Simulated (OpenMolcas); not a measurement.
**MoCl2O2 (molybdenum dichloride dioxide): the vertical ionisation energy, rung by rung**

MoCl2O2 has 5 atoms, charge 0, and is taken as a singlet. As SMILES, `O=[Mo](=O)(Cl)Cl`. The shape is that of a PBE0-D4/def2-TZVP optimisation.

```xyz
5

O     0.1608   -0.1938    1.7103
Mo    0.0674   -0.0616    0.0552
O     1.2270   -1.0744   -0.5733
Cl   -1.9602   -0.7206   -0.6374
Cl    0.5050    2.0505   -0.5549
```

Quantity: the vertical ionisation energy (to the doublet cation), in eV. The values are calculated.

```tsv
level	kind	program	value (eV)	CPU time (all runs)
HF/def2-SVP (core potential)	Hartree–Fock	OpenMolcas	10.49	49 s
SVWN5/def2-SVP (core potential)	LDA	OpenMolcas	11.71	64 s
BLYP/def2-SVP (core potential)	GGA	OpenMolcas	11.22	2.1 min
revPBE/def2-SVP (core potential)	GGA	OpenMolcas	11.40	1.8 min
M06-L/def2-SVP (core potential)	meta-GGA	OpenMolcas	11.80	2.1 min
B3LYP/def2-SVP (core potential)	global hybrid	OpenMolcas	11.86	89 s
PBE0/def2-SVP (core potential)	global hybrid	OpenMolcas	11.96	79 s
```

Spin-orbit coupling, which can split open shells on such heavy atoms by tenths of an eV, is left out. The values span 10.49 to 11.96 eV. Spin contamination of the reference (⟨S²⟩ at least 0.1 too high) touches HF/def2-SVP. CPU times are rough (shared hosts, several kinds of processor): they show what a rung costs within a factor of a few.

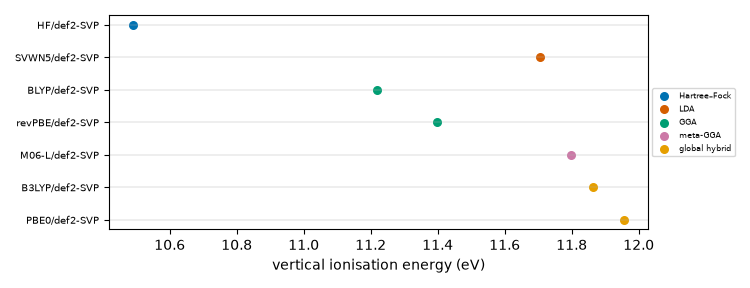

The values of the table, level by level.
